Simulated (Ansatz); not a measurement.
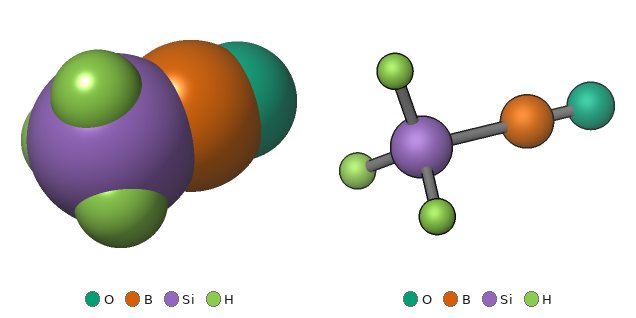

The same structure drawn twice, from different directions.

Computed geometry: PBE0-D4/def2-TZVP optimisation. No frequency run is at hand to confirm it as a minimum.

> Which formula does it have?

BH₃OSi, 6 atoms: 1 boron, 3 hydrogen, 1 oxygen and 1 silicon.

> How many atoms are distinct by symmetry?

4: 1 O, 1 B, 1 Si, 3 H.

> Which point group does it belong to?

C3v.

> How many bonds of each kind are drawn?

3 Si–H, 1 B–O, 1 B–Si. Sticks follow a distance rule.

More results for the same structure follow; atom numbers are the same in all pictures, views and colours differ.

## Shape

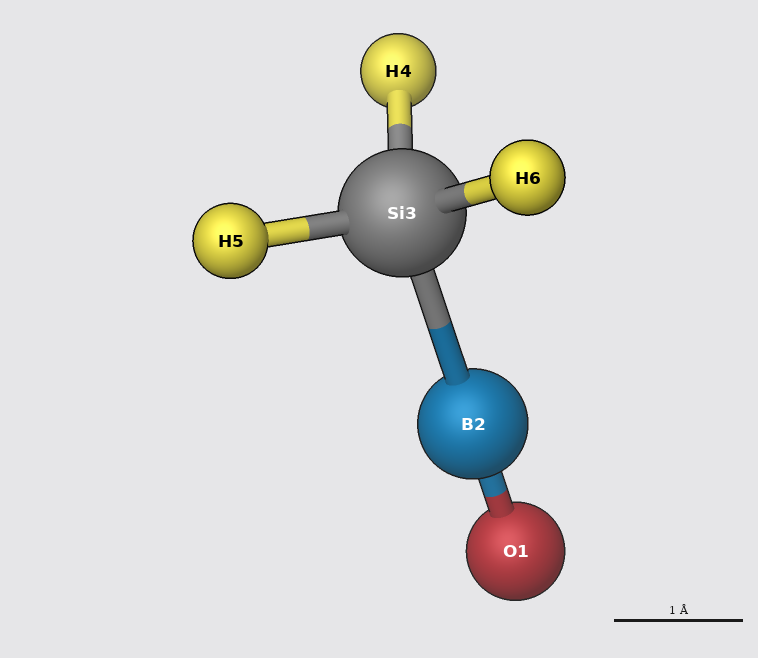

No frequency run is at hand to confirm it as a minimum.

Which atoms are bonded, and how long are the bonds?

```tsv
bond	length (Å)
O1–B2	1.201
B2–Si3	1.990
Si3–H4	1.482
Si3–H5	1.482
Si3–H6	1.482
```

## Electronic properties

No frequency run is at hand to confirm it as a minimum. Level of theory: RKS PBE0-D4/def2-TZVPP (Ansatz 0.2.0).

Predict the main results.

- HOMO energy (Kohn–Sham orbital): −10.07 eV
- LUMO energy (Kohn–Sham orbital): −0.91 eV
- HOMO–LUMO gap: 9.17 eV

## Dipole moment

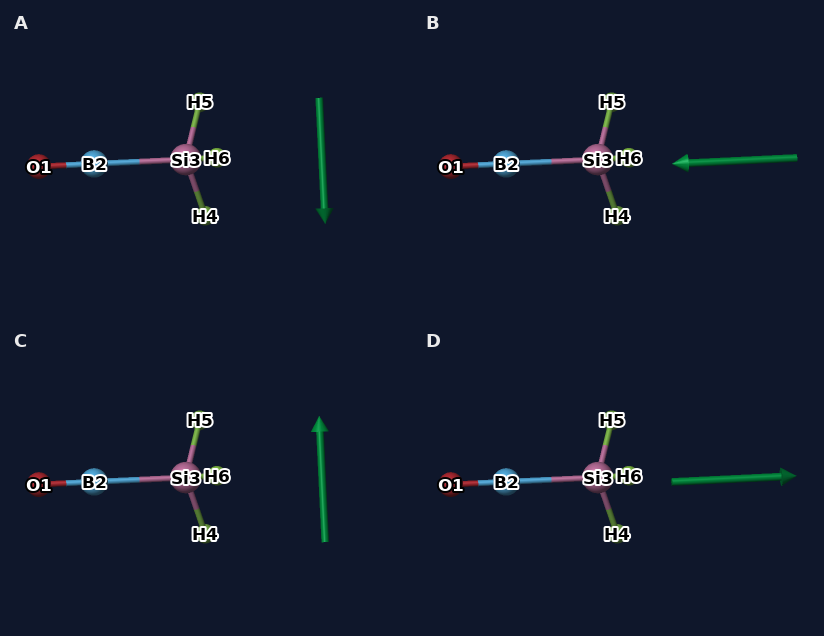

The same molecule four times, each with an arrow. No frequency run is at hand to confirm it as a minimum. Method: RKS PBE0-D4/def2-TZVP (Ansatz 0.2.0).

> Which arrow points along the dipole moment, from the negative to the positive end?

D. The dipole moment is 3.30 D; it points from the side of O1 to the side of H4, H5, H6 (the outermost atoms at the two ends).

## Charges

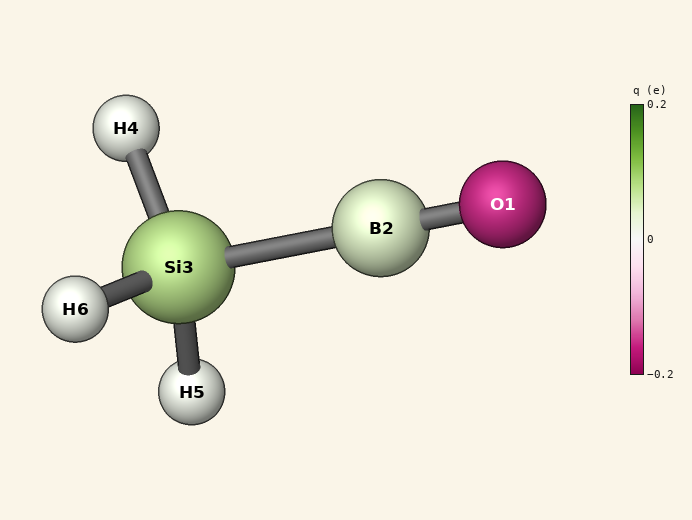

Atoms are coloured by their Mulliken charges. No frequency run is at hand to confirm it as a minimum. Level of theory: RKS PBE0-D4/def2-TZVP (Ansatz 0.2.0).

> Which atom carries the highest charge (most positive or least negative)?

Si3 (0.08 e).

> And the lowest?

O1 (−0.15 e).

Give the Mulliken charges atom by atom.

| atom | value (e) |
| --- | --- |
| O1 | −0.15 |
| B2 | 0.04 |
| Si3 | 0.08 |
| H4 | 0.01 |
| H5 | 0.01 |
| H6 | 0.01 |

Mulliken values depend strongly on the basis set and can even reverse the polarity of a bond.
